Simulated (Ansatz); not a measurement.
Input file:

```
crystal:
  periodic: [false, false, false]
  atoms:
    - { symbol: C, position_ang: [-0.4621, 0.695, -0.0519] }
    - { symbol: S, position_ang: [0.9664, 0.4695, 0.936] }
    - { symbol: Si, position_ang: [1.4799, -1.5552, 0.4657] }
    - { symbol: F, position_ang: [0.5117, -2.1087, -0.5735] }
    - { symbol: H, position_ang: [-1.3013, 0.0357, 0.2049] }
    - { symbol: H, position_ang: [-0.8733, 1.7746, 0.0967] }
    - { symbol: H, position_ang: [-0.2601, 0.6211, -1.1236] }
basis:
  gaussian: { orbitals: def2-SVP }
hamiltonian:
  xc: b3lyp
relax:
  f_tol: 0.015
  max_steps: 40
output:
  orbitals: {}
```

Command:

```sh
ansatz run input.yaml --threads 1 --pin off --max-ram 2048MiB --backend cpu --events-out ev --progress --plain --runs-dir out
```

The fields are those of the run's last geometry, not of the input's.

The calculation used Ansatz, RKS B3LYP/def2-SVP.

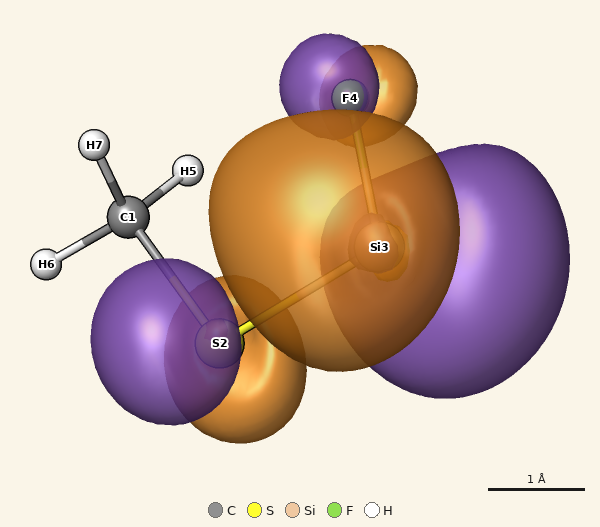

CH$_{3}$FSSi (SMILES CS[Si]F). The LUMO at ±0.1 Å⁻³ᐟ² (orange and purple are the two phases), seen at a tilt.

What is the character of this orbital?

Answer. Its weight (Hirshfeld) is mainly on Si3 (about 75 %), S2 (about 15 %) and F4 (about 10 %). Its energy is −2.09 eV.
